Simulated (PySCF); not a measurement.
Ionisation energy of O³⁺ ([He] 2s² 2p₁/₂ → [He] 2s²). PySCF, x2c-SVPall-2c, two-component X2C-1e. 2 core electrons frozen.

The results, method by method:

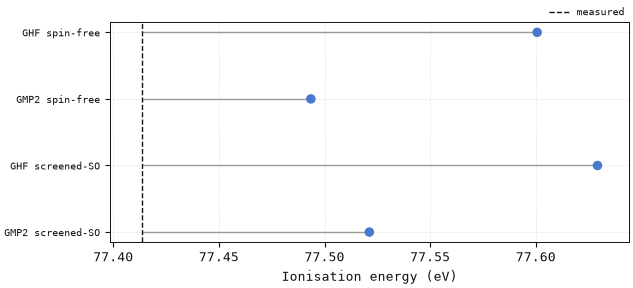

```tsv
Method	Ionisation energy (eV)
GHF spin-free	77.601
GMP2 spin-free	77.494
GHF screened-SO	77.629
GMP2 screened-SO	77.521
```

The values run from 77.494 eV (GMP2 spin-free) to 77.629 eV (GHF screened-SO). The measured value is 77.413 eV; nearest to it come GMP2 spin-free (+0.080) and GMP2 screened-SO (+0.108), furthest GHF screened-SO (+0.216 eV).
